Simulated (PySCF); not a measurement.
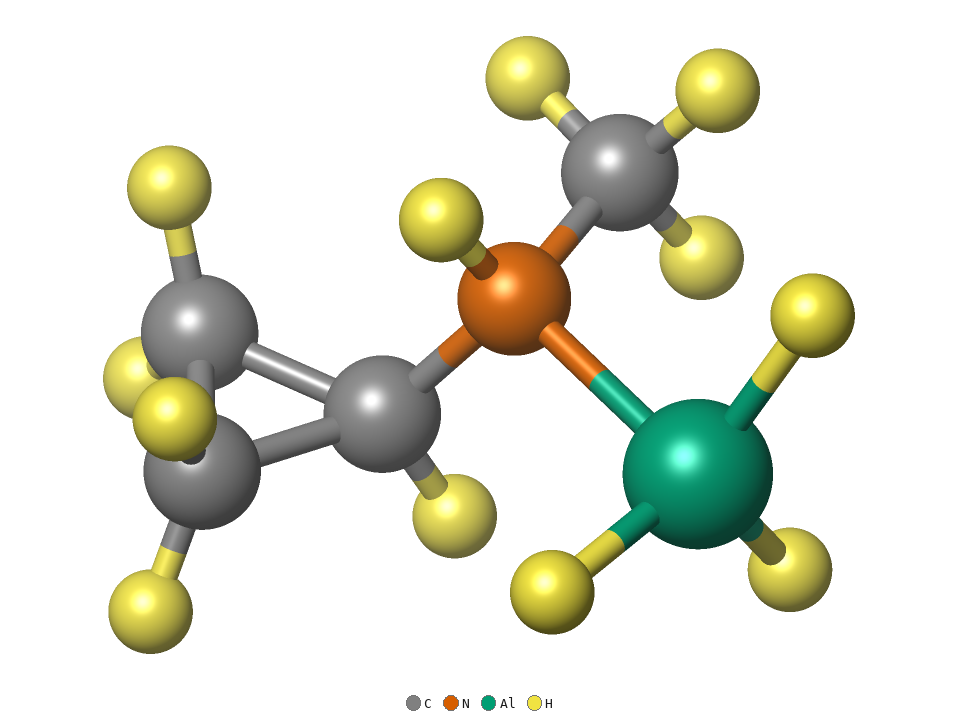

The computed structure is the end point of a GFN2-xTB optimisation. No frequency run is at hand to confirm it as a minimum.

Draw it as a skeletal formula.

SMILES: C[N@H+]([AlH3-])C1CC1

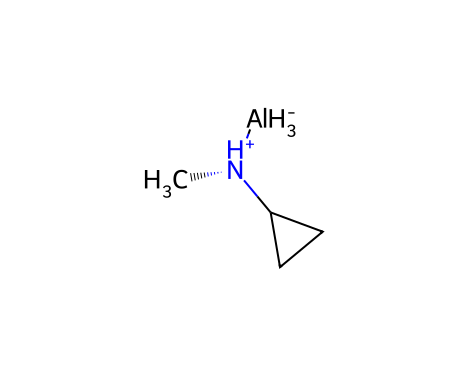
